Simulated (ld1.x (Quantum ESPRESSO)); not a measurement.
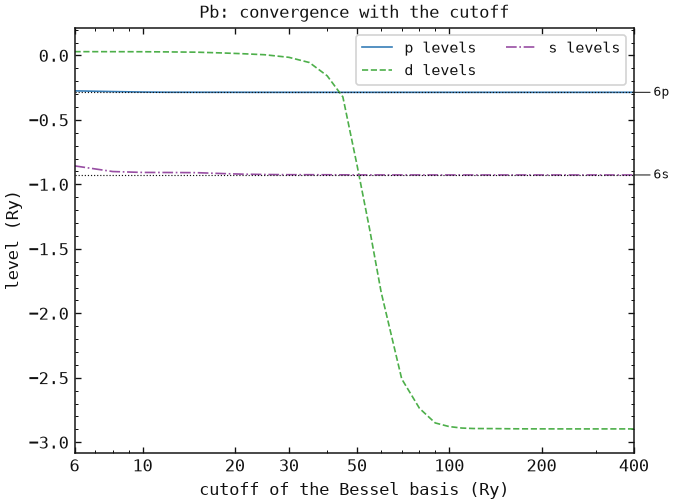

The pseudo-atom Hamiltonian at the reference potential is diagonalised in spherical Bessel functions (20 bohr box) up to the cutoff. Curves: the lowest levels of each channel that holds a bound state. Dotted lines: the all-electron valence levels.

| Property | Result |
| --- | --- |
| Element | Pb |
| Generator | ld1.x (Quantum ESPRESSO) 7.5 |
| Type | norm-conserving Troullier–Martins (Kleinman–Bylander form) |
| Functional | LDA (PZ) |
| Relativity | scalar-relativistic |
| Frozen core | [Xe] 4f14 5d10 |
| Valence charge | 4 |
| Reference configuration | 6s1.75 6p2.25 |
| Partial waves | 6p (bound): rc 2.40 bohr; 6d channel at 0.25 Ry: rc 2.25 bohr; 6s (bound): rc 1.75 bohr |
| Local potential | the s channel |
| Core correction | Bessel-smoothed model core inside 1.40 bohr |

Does every curve settle on an all-electron level?

Ghost state below the valence levels: d at -39.4 eV. A ghost is a curve that settles on no dotted line: a bound state with no counterpart among the valence levels. In Ry: d -2.90.

Read the all-electron valence levels.

6p: -0.29 Ry; 6s: -0.93 Ry.

Does the ghost need a high cutoff to show?

The lowest d curve lies clearly below zero from about 40 Ry on and ends at -2.90 Ry. A test at a low cutoff would miss it.
